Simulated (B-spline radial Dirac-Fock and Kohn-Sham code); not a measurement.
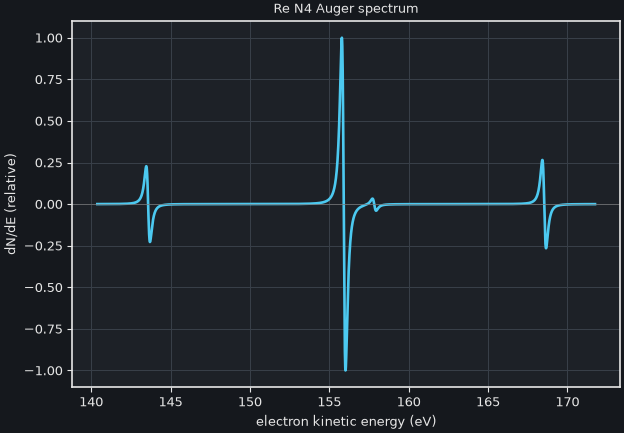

The Auger multiplet of an N4 hole with both final holes in O23, broadened by 0.40 eV full width and differentiated. Kinetic energies count from the vacuum level; very weak lines are left out. Lines are named by their largest jj component, which in light atoms can differ from the customary names. System: neutral rhenium, configuration [Xe] 4f14 5d4 6s2 6p1, which is not the ground configuration. Method: Dirac–Fock ΔSCF energies in intermediate coupling of the two holes, Coulomb rates, valence shells as spectators (computed with a B-spline radial code).

### Which line is strongest?

N4-O2O3 J=2 at 155.9 eV, 65 % of the multiplet.

### How wide is the N4 level from this decay?

0.0229 eV from this multiplet.
